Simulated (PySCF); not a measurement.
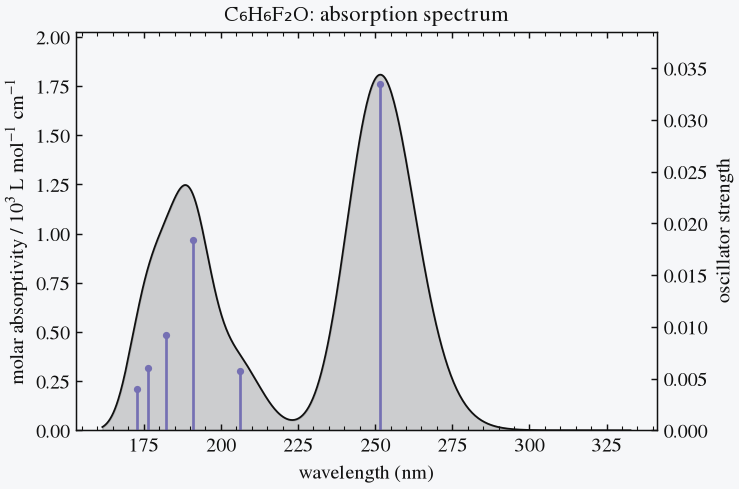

Computed absorption of C₆H₆F₂O, SMILES FC(F)C1=COC=CC1. Vertical TDDFT excitations, PBE0/def2-SVPD in PySCF, at a GFN2-xTB geometry (no frequency check), gas phase. The lowest 6 singlet states are shown; each is broadened by a Gaussian of 1/e half-width 0.30 eV. Sticks give oscillator strengths (right axis).

**Where is the lowest singlet, and is it bright?**

S1 lies at 4.93 eV (252 nm) with f = 0.033, mainly HOMO → LUMO (99 %); it is weak.

**Does any vertical transition fall in the visible?**

No singlet lies below 3.1 eV (beyond 400 nm), so at this level no vertical transition falls in the visible.

**List the transitions behind the spectrum.**

| state | E (eV) | λ (nm) | f | main character |
| --- | --- | --- | --- | --- |
| S1 | 4.93 | 252 | 0.033 | HOMO → LUMO (99 %) |
| S2 | 6.01 | 206 | 0.006 | HOMO → LUMO+1 (96 %) |
| S3 | 6.50 | 191 | 0.018 | HOMO → LUMO+2 (65 %) |
| S4 | 6.81 | 182 | 0.009 | HOMO → LUMO+3 (83 %) |
| S5 | 7.03 | 176 | 0.006 | HOMO → LUMO+4 (95 %) |
| S6 | 7.17 | 173 | 0.004 | HOMO → LUMO+5 (93 %) |

Note: states above the negative HOMO energy depend on the basis; the tight-binding geometry is rougher than a DFT one and adds to the error; one conformer of a flexible molecule; core orbitals are frozen in the response.
